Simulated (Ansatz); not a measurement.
Given this structure, coordinates from a relaxation at fixed volume with DFT r2SCAN, scalar-relativistic, plane waves, PAW in Ansatz, written in its standard cell:

```
Co
1.0
     2.47272    0.00000    0.00000
    -1.23636    2.14144    0.00000
     0.00000    0.00000    4.01449
Co
2
Direct
  0.33333 0.66667 0.75000
  0.66667 0.33333 0.25000
```

> What does the kinematic electron diffraction pattern along [001] look like at 200 kV (B = 0.5 Å²)?

The spots form a hexagonal net with both shortest vectors at d = 2.14 Å, 60.0° apart. They are 1 -1 0 and 1 0 0. The pattern has symmetry 6mm. No reflection of this zone is absent.

Strongest reflections with d > 0.80 Å, one of each family (|F|² from tabulated Gaussian fits of the electron scattering factors, times a small damping for the curvature of the Ewald sphere):

```json
{"hkl": "2 -1 0", "d (Å)": "1.236", "I (strongest = 100)": "100"}
{"hkl": "1 0 0", "d (Å)": "2.141", "I (strongest = 100)": "82"}
{"hkl": "2 0 0", "d (Å)": "1.071", "I (strongest = 100)": "17"}
{"hkl": "3 -1 0", "d (Å)": "0.809", "I (strongest = 100)": "7"}
```

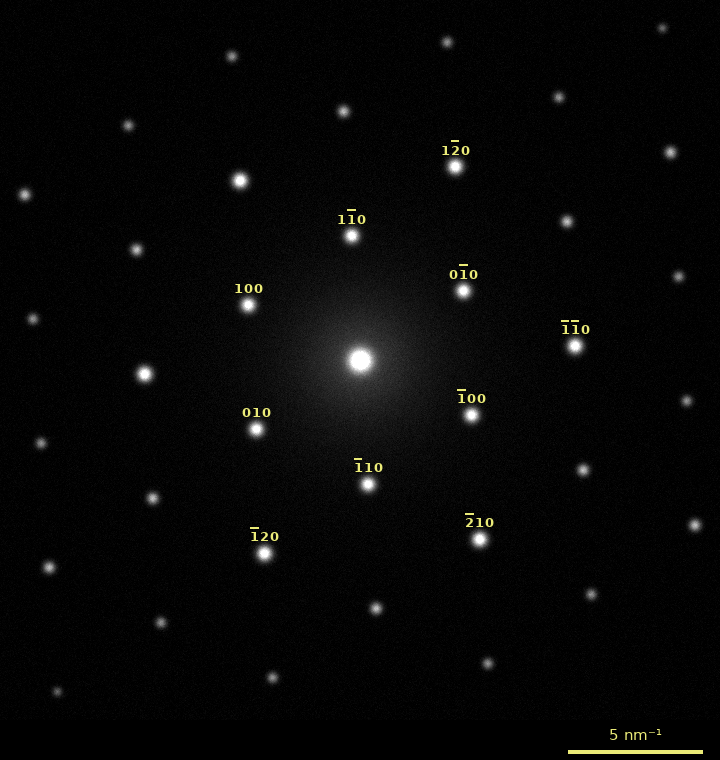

Calculated pattern, seen from the source side with [001] pointing towards the source.
